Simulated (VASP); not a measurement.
Band structure of CdTe (zinc blende). Computed with PBE GGA with D3 dispersion (zero damping), VASP's PBE PAW potentials (set 64) (plane waves; VASP 6.6.1).

Unless said otherwise, spin-orbit coupling is left out, though it shifts the bands of the heavy elements here.

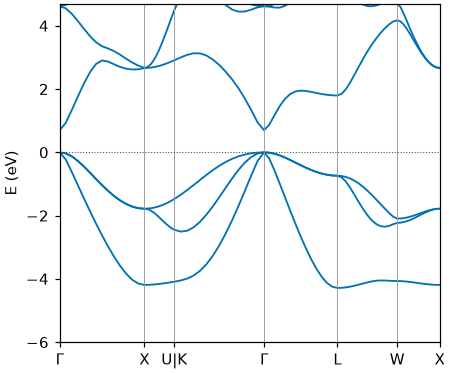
Bands along high-symmetry lines, zero at the valence-band maximum or, without a gap, the Fermi level

Task: Read the plot: is there a gap, and where are the band edges?

Result: The gap is direct, 0.70 eV, from the valence maximum at Γ to the conduction minimum at Γ. (Edges off the drawn lines would not show.)

Measured: gap 1.63 eV (computed value off by -0.93 eV), as given by Anna Miglio et al., npj Computational Materials (2020), arXiv:2011.12765 [zero-point renormalisation of 16 meV (experimental, the table's column) added back].

The compound is CdTe in the zinc blende structure. It was relaxed first.
